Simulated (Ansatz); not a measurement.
**A small benchmark: atomisation enthalpy at 298 K**

10 molecules with oxygen; the atomisation enthalpy at 298 K in kJ/mol, computed less measured. Shapes, held fixed at every level: PBE0-D4/def2-TZVP. Flexible molecules stand in one conformer, not always the lowest. Thermal terms are harmonic and unscaled (PBE0-D4/def2-TZVP); the spin-orbit lowering of the free atoms is taken from their spectra. Programs: Ansatz 0.2.0. Measured values: Active Thermochemical Tables, CRC Handbook of Chemistry and Physics, NIST-JANAF tables.

Levels: A = HF/def2-SVP; B = PBE-D4/def2-TZVPP; C = B2PLYP/def2-TZVPP; D = MP2/def2-SVP.

```tsv
molecule	from tabulated heats	A	B	C	D
N2O (nitrous oxide)	1112	-774	+168	+14	-29
SiO2 (SMILES O=[Si]=O)	1254	-684	+31	-36	-101
C3O2 (carbon suboxide)	2745	-957	+236	+11	+35
SO2F2 (sulfuryl fluoride)	1693	-1110	+122	-50	-270
CH3NO (SMILES NC=O)	2286	-788	+98	-17	-105
C2H3BrO (acetyl bromide)	2639	-808	+110	-28	-76
C2H3ClO (acetyl chloride)	2700	-807	+111	-28	-77
C2HF3O2 (trifluoroacetic acid)	3420	-1193	+196	-50	-21
C5H8O (cyclopentanone)	5770	-1493	+168	-60	-147
C4H9NO (SMILES CCCC(N)=O)	5833	-1623	+161	-59	-214
```

Task: Sum up the errors.

Result: 
```tsv
level	kind	mean error	mean absolute error	worst case
HF/def2-SVP	Hartree–Fock	-1023.7	1023.7	C4H9NO
PBE-D4/def2-TZVPP	GGA	+140.1	140.1	C3O2
B2PLYP/def2-TZVPP	double hybrid	-30.3	35.3	C5H8O
MP2/def2-SVP	perturbation theory	-100.5	107.5	SO2F2
```

On this set B2PLYP/def2-TZVPP has the smallest mean absolute error and HF/def2-SVP the largest. HF/def2-SVP is too low in 10 of 10; PBE-D4/def2-TZVPP is too high in 10 of 10; B2PLYP/def2-TZVPP is too low in 8 of 10; MP2/def2-SVP is too low in 9 of 10. The heats of SO2F2 (sulfuryl fluoride), C2H3BrO (acetyl bromide), C2HF3O2 (trifluoroacetic acid) come from older tables and can be uncertain by 10 kJ/mol or more. Heats of the atoms come from ATcT where it has them. The levels differ in basis as well as in method. The tabulated value of SiO2 is in doubt (older tables, estimates, or at odds with other calculations) and kept here. Over the 9 molecules whose values aren't doubted the mean absolute errors are A 1061.4; B 152.2; C 35.2; D 108.2. For HF/def2-SVP the error tends to grow with the atomisation enthalpy. Hartree–Fock lacks correlation and underbinds. Correlated wave functions converge slowly with the basis. Relativity is left out for Br. Outer-core shells of Br are correlated, in sets that cover them unevenly. The set is small.

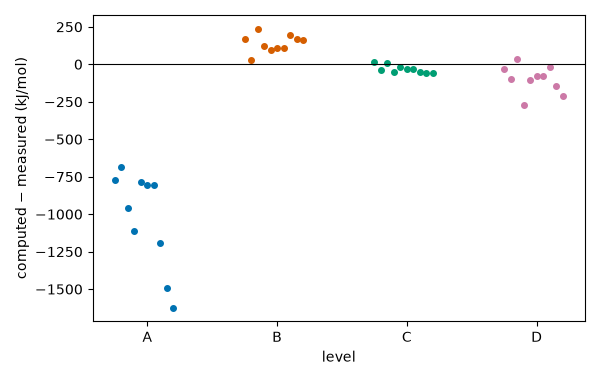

Errors of each level, one point a molecule.
